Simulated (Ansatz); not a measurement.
```
atom    x (Å)    y (Å)    z (Å)
   F   0.8128  -0.0240  -1.7394
   N  -1.4424  -1.3904  -1.1286
   O  -1.3248   1.3974  -0.6535
  Si  -0.5077   0.0524  -0.6665
   H  -2.2960  -1.1690  -1.6329
   H  -0.9367  -2.1191  -1.6246
   H   0.2250  -0.3401   0.5922
```

Geometry: B3LYP-D3(BJ)/def2-SVPD.

The calculation used Ansatz, isolated molecule in a Gaussian basis; Kohn-Sham density functional theory, functional PBE0.

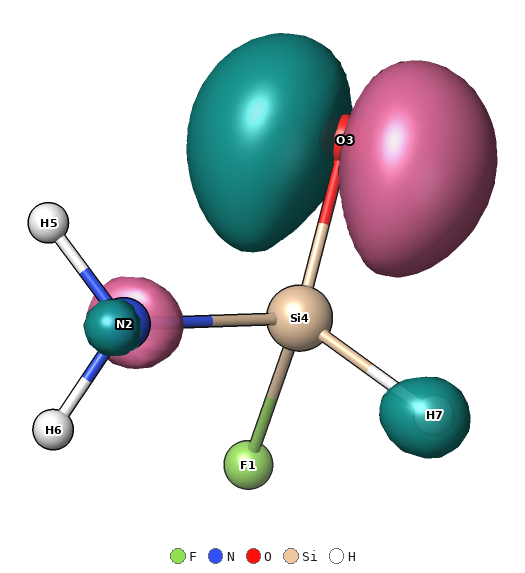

FH3NOSi (charge −1). The HOMO at ±0.2 Å⁻³ᐟ² (teal and pink are the two phases), seen at a tilt.

Where does this orbital lie, and at what energy?

Answer. It lies mainly on O3 (about 75 %); largely a lone pair of O3. Its energy is −1.76 eV.
